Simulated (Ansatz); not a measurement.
**Fields on a plane of BP (zinc blende)**

```yaml
crystal:
  lattice:
    - [0.00000, 2.26010, 2.26010]
    - [2.26010, 0.00000, 2.26010]
    - [2.26010, 2.26010, 0.00000]
  atoms:
    - { symbol: P, position: [0.75000, 0.75000, 0.75000] }
    - { symbol: B, position: [0.00000, 0.00000, 0.00000] }
```

The slice is a {110} plane (indices of the conventional cell) through the point (0.750, 0.750, 0.750) (fractional), spanned by u = [100] and v = [1 -1 -1] in vectors of this cell: u (3.20 Å) and v (4.52 Å, at 90° to u). It covers one period; positions are fractions (u, v).

Atoms on it: P at (0.00, 0.00); B at (0.50, 0.75).

These are PBEsol (plane waves to 420 eV, PAW, scalar-relativistic; Ansatz, a first-principles code) values and carry that method's errors. k mesh 13×13×13. Near the nuclei the fields are pseudised (PAW); where an atom keeps semicore shells as valence, they peak there. BP was relaxed with its symmetry unable to fall.

```
|xxx379998765567899973xx|
|xxx699999876678999996xx|
|02589999987667899999852|
|45799999986446899999975|
|67899999974224799999987|
|7789999974xxxx479999987|
|677889885xxxxxx58898877|
|566778763xxxxxx36787766|
|445566653xxxxxx35666554|
|2233455431xxxx134554332|
|11123344332222334433211|
|00012334444444444332100|
|00001234555665554321000|
|00001123455665543211000|
|00000123445555443210000|
|00000012334444332100000|
|00000001223333221000000|
|00000000112222110000000|
|00000000001111000000000|
|00000000000000000000000|
|11100000000000000000011|
|22211000000000000001122|
|44322100000000000012234|
|55543210000000000123455|
|66654321000000001234566|
|77665432100000012345667|
|66666543210000123456666|
|44455544211001124455544|
|11134555421111245554311|
|xxx135665432234566531xx|
|xxx036776543345677630xx|
|xxx157887654456788751xx|
```
Scale: ten equal steps from 0.01 (start of '0') to 0.95 (end of '9'), in the order '0123456789'. Values: electron localisation function (ELF). The map has 23 points along u (one character each, u = 0 at the left) and 32 along v (v = 0 in the bottom row). Points within 0.4 Å of a nucleus are blanked (x), as the pseudised field means little there.

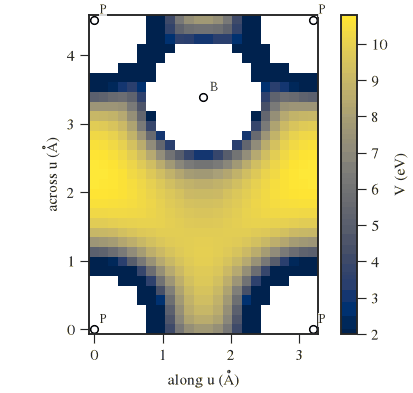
Figure: Electrostatic potential energy of an electron, from the cell's mean, in eV, one period of the plane, atoms marked. Points within 0.8 Å of a nucleus are left white, as the pseudised field means little there. Values under 2 eV are set to 2. The zero, the cell's mean, hangs on the PAW cores.

- Density on the P–B line (1.96 Å) at its midpoint = 0.90 e/Å³
- ELF at that point = 1.0
- ELF maximum in the middle third of the P–B line = 0.95, 0.9 Å from P
